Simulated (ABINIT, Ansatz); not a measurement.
# CsSrF3 (Pm-3m): G0W0 with ABINIT, start to end

How does a plane-wave GW calculation on CsSrF3 (Pm-3m) run from the first input to the gap?

Calculated with ABINIT 10.8.3; LDA and many-body steps on it, plane waves.

## (1) The structure

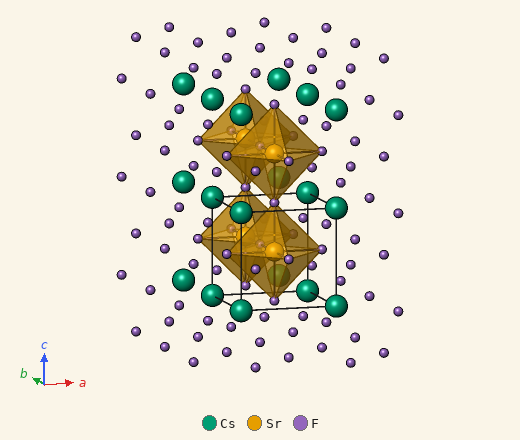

Start, viewed slightly off an axis; caesium teal, strontium orange, fluorine purple. 1×2×2 cells are drawn. Some periodic images of atoms are drawn too.

The cell and positions are those that the Materials Project relaxed with its own functionals (PBE, PBE+U or r2SCAN), kept fixed. Spin-orbit coupling is left out unless a step names it.

## (2) Ground state

This step: ABINIT 10.8.3; DFT, LDA, plane waves, norm-conserving pseudopotentials.

The ground-state density comes first.

run.abi reads:

```
acell 3*1.0 Angstrom
rprim 
  4.763247010000 0.000000000000 0.000000000000
  0.000000000000 4.763247010000 0.000000000000
  0.000000000000 0.000000000000 4.763247010000
ntypat 3
znucl 55 38 9
natom 5
typat 1 2 3 3 3
xred 
  0.000000000000 0.000000000000 0.000000000000
  0.500000000000 0.500000000000 0.500000000000
  0.000000000000 0.500000000000 0.500000000000
  0.500000000000 0.000000000000 0.500000000000
  0.500000000000 0.500000000000 0.000000000000
pp_dirpath "pseudos"
pseudos "Cs.upf, Sr.upf, F.upf"
ecut 36
ngkpt 4 4 4
nshiftk 1
shiftk 0 0 0
kptopt 1
chksymbreak 0
nband 26
occopt 1
tolvrs 1e-10
nstep 60
prtwf 0
optforces 0
optstress 0
indata_prefix "in"
outdata_prefix "out"
tmpdata_prefix "tmp"
```

On the command line:

```
OMP_NUM_THREADS=1 mpirun -n 4 abinit run.abi > log
```

Numbers of over 12 decimals in the logs are rounded to 6 here.

Output:

```text
.Version 10.8.3 of ABINIT. v10.8.2 released Aug 2026.

 Symmetries : space group Pm -3 m (#221); Bravais cP (primitive cubic)
================================================================================
 Values of the parameters that define the memory need of the present run
     intxc =       0    ionmov =       0      iscf =       7    lmnmax =       8
     lnmax =       8     mgfft =      50  mpssoang =       4    mqgrid =    3001
     natom =       5  nloc_mem =       1    nspden =       1   nspinor =       1
    nsppol =       1      nsym =      48    n1xccc =    2501    ntypat =       3
    occopt =       1   xclevel =       1
-    mband =          26        mffmem =           1         mkmem =           3
       mpw =        7532          nfft =      125000          nkpt =          10
================================================================================
  Rough estimation (10% accuracy) of disk space for files :
================================================================================

--------------------------------------------------------------------------------
------------- Echo of variables that govern the present computation ------------
--------------------------------------------------------------------------------
 -outvars: echo values of preprocessed input variables --------
            acell      1.8897261259E+00  1.8897261259E+00  1.8897261259E+00 Bohr

      chksymbreak           0
             ecut      3.60000000E+01 Hartree
-          fftalg         312

              ixc       -1012
              kpt      0.00000000E+00  0.00000000E+00  0.00000000E+00
                       2.50000000E-01  0.00000000E+00  0.00000000E+00
                       5.00000000E-01  0.00000000E+00  0.00000000E+00
                       2.50000000E-01  2.50000000E-01  0.00000000E+00
                       5.00000000E-01  2.50000000E-01  0.00000000E+00
                       5.00000000E-01  5.00000000E-01  0.00000000E+00
                       2.50000000E-01  2.50000000E-01  2.50000000E-01
                       5.00000000E-01  2.50000000E-01  2.50000000E-01
                       5.00000000E-01  5.00000000E-01  2.50000000E-01
                       5.00000000E-01  5.00000000E-01  5.00000000E-01
         kptrlatt        4    0    0      0    4    0      0    0    4
          kptrlen      3.60049293E+01
P           mkmem           3
            natom           5
            nband          26
            ngfft          50      50      50
             nkpt          10
            nstep          60
             nsym          48
           ntypat           3
              occ      2.000000  2.000000  2.000000  2.000000  2.000000  2.000000
                       2.000000  2.000000  2.000000  2.000000  2.000000  2.000000
                       2.000000  2.000000  2.000000  2.000000  2.000000  2.000000
                       2.000000  2.000000  0.000000  0.000000  0.000000  0.000000
                       0.000000  0.000000
        optforces           0
        optstress           0
            prtwf           0
            rprim      4.7632470100E+00  0.0000000000E+00  0.0000000000E+00
                       0.0000000000E+00  4.7632470100E+00  0.0000000000E+00
[...]
spgroup         221

           tolvrs      1.00000000E-10

             xred      0.0000000000E+00  0.0000000000E+00  0.0000000000E+00
[...]
znucl       55.00000   38.00000    9.00000

================================================================================

 chkinp: Checking input parameters for consistency.

================================================================================
== DATASET  1 ==================================================================
-   mpi_nproc: 4, omp_nthreads: 1 (-1 if OMP is not activated)

--- !DatasetInfo
iteration_state: {dtset: 1, }
dimensions: {natom: 5, nkpt: 10, mband: 26, nsppol: 1, nspinor: 1, nspden: 1, mpw: 7532, }
cutoff_energies: {ecut:  36.0, pawecutdg:  -1.0, }
electrons: {nelect:   4.00000000E+01, charge:   0.00000000E+00, occopt:   1.00000000E+00, tsmear:   1.00000000E-02, }

 Real(R)+Recip(G) space primitive vectors, cartesian coordinates (Bohr,Bohr^-1):
 R(1)=  9.0012323  0.0000000  0.0000000  G(1)=  0.1110959  0.0000000  0.0000000
 R(2)=  0.0000000  9.0012323  0.0000000  G(2)=  0.0000000  0.1110959  0.0000000
 R(3)=  0.0000000  0.0000000  9.0012323  G(3)=  0.0000000  0.0000000  0.1110959
 Unit cell volume ucvol=  7.2929949E+02 bohr^3
 Angles (23,13,12)=  9.00000000E+01  9.00000000E+01  9.00000000E+01 degrees

 getcut: wavevector=  0.0000  0.0000  0.0000  ngfft=  50  50  50
         ecut(hartree)=     36.000   => boxcut(ratio)=   2.05661

--- Pseudopotential description ------------------------------------------------
- Cs Generated using ONCVPSP code by D. R. Hamann
- 55.00000   9.00000  201201                  znucl, zion, pspdat
12 -1012 3 -1 2328                            pspcod,pspxc,lmax,lloc,mmax
     nproj     2     2     2     2
  pspatm : epsatm=   21.68725381
         --- l  ekb(1:nproj) -->
[...]
pspatm: atomic psp has been read  and splines computed

- Sr Generated using ONCVPSP code by D. R. Hamann
- 38.00000  10.00000  180309                  znucl, zion, pspdat
12 -1012 2 -1 1812                            pspcod,pspxc,lmax,lloc,mmax
     nproj     2     2     2     0
  pspatm : epsatm=   12.22067766
         --- l  ekb(1:nproj) -->
[...]
pspatm: atomic psp has been read  and splines computed

- F Generated using ONCVPSP code by D. R. Hamann
-  9.00000   7.00000  201202                  znucl, zion, pspdat
12 -1012 2 -1 824                             pspcod,pspxc,lmax,lloc,mmax
     nproj     2     2     1     0
  pspatm : epsatm=    4.94580260
         --- l  ekb(1:nproj) -->
[...]
2   -2.364936
 pspatm: atomic psp has been read  and splines computed

   1.94981357E+03                                ecore*ucvol(ha*bohr**3)
--------------------------------------------------------------------------------

_setup2: Arith. and geom. avg. npw (full set) are    7521.141    7521.132

================================================================================

--- !BeginCycle
iteration_state: {dtset: 1, }
solver: {iscf: 7, nstep: 60, nline: 4, wfoptalg: 0, }
tolerances: {tolvrs: 1.00E-10, }

     iter   Etot(hartree)      deltaE(h)  residm     vres2
 ETOT  1  -131.49270950142    -1.315E+02 1.562E-01 9.048E+02
 ETOT  2  -131.52709857062    -3.439E-02 1.771E-02 6.233E+02
 ETOT  3  -131.79984544856    -2.727E-01 7.199E-03 8.679E+01
 ETOT  4  -131.81282399583    -1.298E-02 8.772E-04 3.285E+00
 ETOT  5  -131.81369641288    -8.724E-04 1.700E-04 1.359E-01
 ETOT  6  -131.81370543248    -9.020E-06 5.714E-05 3.057E-03
 ETOT  7  -131.81370572615    -2.937E-07 2.221E-05 1.262E-04
 ETOT  8  -131.81370574862    -2.248E-08 1.043E-05 1.756E-05
 ETOT  9  -131.81370575228    -3.660E-09 8.317E-06 1.099E-07
 ETOT 10  -131.81370575230    -1.688E-11 6.894E-06 3.742E-09
 ETOT 11  -131.81370575231    -1.373E-11 6.268E-06 2.712E-11

 At SCF step   11       vres2   =  2.71E-11 < tolvrs=  1.00E-10 =>converged.

--- !ResultsGS
iteration_state: {dtset: 1, }
comment   : Summary of ground state results
lattice_vectors:
- [  9.0012323,   0.0000000,   0.0000000, ]
- [  0.0000000,   9.0012323,   0.0000000, ]
- [  0.0000000,   0.0000000,   9.0012323, ]
lattice_lengths: [   9.00123,    9.00123,    9.00123, ]
lattice_angles: [ 90.000,  90.000,  90.000, ] # degrees, (23, 13, 12)
lattice_volume:   7.2929949E+02
convergence: {deltae: -1.373E-11, res2:  2.712E-11, residm:  6.268E-06, diffor:  0.000E+00, }
etotal    :  -1.31813706E+02
entropy   :   0.00000000E+00
fermie    :  -1.78983471E-03
cartesian_stress_tensor: null
pressure_GPa: null
xred      :
- [  0.0000E+00,   0.0000E+00,   0.0000E+00, Cs]
- [  5.0000E-01,   5.0000E-01,   5.0000E-01, Sr]
- [  0.0000E+00,   5.0000E-01,   5.0000E-01,  F]
- [  5.0000E-01,   0.0000E+00,   5.0000E-01,  F]
- [  5.0000E-01,   5.0000E-01,   0.0000E+00,  F]
cartesian_forces: null
force_length_stats: {min: null, max: null, mean: null, }

 Integrated electronic density in atomic spheres:
 ------------------------------------------------
 Atom  Sphere_radius  Integrated_density
[...]
================================================================================

 ----iterations are completed or convergence reached----

 Mean square residual over all n,k,spin=   60.665E-09; max=  62.681E-07
 reduced coordinates (array xred) for    5 atoms
       0.000000000000      0.000000000000      0.000000000000
       0.500000000000      0.500000000000      0.500000000000
       0.000000000000      0.500000000000      0.500000000000
       0.500000000000      0.000000000000      0.500000000000
       0.500000000000      0.500000000000      0.000000000000
 rms dE/dt=  0.0000E+00; max dE/dt=  0.0000E+00; dE/dt below (all hartree)
    1       0.000000000000      0.000000000000      0.000000000000
    2       0.000000000000      0.000000000000      0.000000000000
    3       0.000000000000      0.000000000000      0.000000000000
    4       0.000000000000      0.000000000000      0.000000000000
    5       0.000000000000      0.000000000000      0.000000000000

 cartesian coordinates (angstrom) at end:
    1      0.000000     0.000000     0.000000
    2      2.381624     2.381624     2.381624
    3      0.000000     2.381624     2.381624
    4      2.381624     0.000000     2.381624
    5      2.381624     2.381624     0.000000
 length scales=  1.889726125908  1.889726125908  1.889726125908 bohr
              =  1.000000000000  1.000000000000  1.000000000000 angstroms
 prteigrs : about to open file out_EIG
 Fermi (or HOMO) energy (hartree) =  -0.00179   Average Vxc (hartree)=  -0.34128
 Eigenvalues (hartree) for nkpt=  10  k points:
 kpt#   1, nband= 26, wtk=  0.01563, kpt=  0.0000  0.0000  0.0000 (reduced coord)
  -1.08948   -0.68337   -0.68010   -0.68010   -0.65291   -0.43974   -0.43974   -0.43974
  -0.16924   -0.16924   -0.16924   -0.01383   -0.01383   -0.01383   -0.01117   -0.01117
  -0.01117   -0.00179   -0.00179   -0.00179    0.22150    0.27866    0.27866    0.31332
   0.31332    0.31332
 prteigrs : prtvol=0 or 1, do not print more k-points.

--- !EnergyTerms
iteration_state     : {dtset: 1, }
comment             : Components of total free energy in Hartree
kinetic             :  6.27617150451723E+01
hartree             :  3.71128933480349E+01
xc                  : -3.15057535282604E+01
Ewald energy        : -8.36956558701010E+01
psp_core            :  2.67354301660455E+00
local_psp           : -1.19635390663782E+02
non_local_psp       :  4.74942900017834E-01
total_energy        : -1.31813705752313E+02
total_energy_eV     : -3.58683365974029E+03
band_energy         : -1.15500714485187E+01

== END DATASET(S) ==============================================================
================================================================================

 -outvars: echo values of variables after computation  --------
           etotal     -1.3181370575E+02
            nband          26
             nkpt          10
          spgroup         221
 [... the other variables as echoed above ...]

 Calculation completed.
```

Wall time 58 s (4 MPI ranks of Intel Xeon Platinum 8259CL at 2.50GHz (Skylake/Cascade Lake), shared host); peak memory 0.41 GiB.

Numbers from this step:

- total energy: -3586.8337 eV
- gap: 6.076 eV
- k of the valence top: 0, 0, 0
- k of the conduction bottom: 0, 0, 0
- least direct gap: 6.076 eV

The gap is direct, at Γ.

(Continued in part 2 of 3.)

[Paths, hosts, dates, memory and timing lines, banners, echoed tables and standing remarks are left out of the program output.]

[Logs are printed without paths, hosts, clocks, repeated set-up lines and the standing remarks that a program may print on its own settings, such as how far it seeks lower states.]

[Runs of the session that timed out or met a known fault of the program may be left out.]

[Hosts, paths, dates, database ids (printed as entryN), source tags and the programs' standing remarks are cut or masked in the printed files.]

[G0W0 gaps are taken among the corrected bands and points alone; a level outside them can change the order at an edge.]

[Where Ansatz stands beside ABINIT at settings called matched, ABINIT's density can come from a denser mesh and the files from another edition; pairs whose starting gaps differed by over 0.03 eV were left out, so agreement reads better than it is.]
